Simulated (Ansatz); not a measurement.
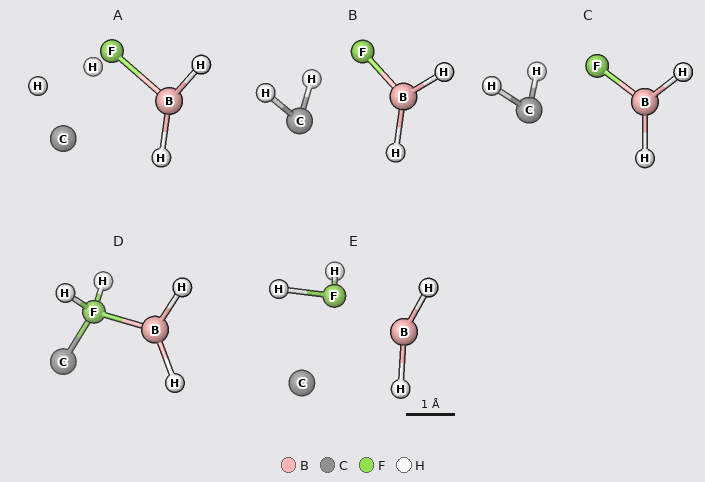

5 geometries from one relaxation of CH₄BF, in shuffled order. A ball-and-stick model, seen at a tilt.

It is one of the separated reactants of a reaction.

All numbers below come from RKS PBE-D4/def2-SVP in Ansatz 0.2.0. (force threshold 0.03 eV/Å; at most 250 steps)

**Order the frames from highest to lowest energy.**

D, E, A, B, C. They are steps 0, 3, 6, 9, 18, at +1891.6 kJ/mol, +1140.8 kJ/mol, +586.1 kJ/mol, +34.4 kJ/mol relative to the last. After 17 accepted moves (18 points after the start) the energy has fallen by 1891.6 kJ/mol. Largest force component: 12 eV/Å at the start, 0.0051 eV/Å at the end. The line search rejected the trial step at point 11 of the run. The largest moves after the best rigid fit, 1.13 Å, are those of H atoms. By element the largest moves are H 1.13 Å, F 0.98 Å, C 0.54 Å, B 0.51 Å. Among the contacts that change: F–H 0.910 → 2.306 Å, C–H 1.881 → 1.132 Å, C–F 1.386 → 2.056 Å, B–F 1.546 → 1.351 Å. New bonds form: C–H (1.88 → 1.13 Å). Bonds break: C–F (1.39 → 2.06 Å), F–H (0.91 → 2.31 Å). Bond angles that change, for instance: H–B–H 120.6° → 127.6°, F–B–H 122.3° → 118.1°, F–B–H 117.1° → 114.3°.
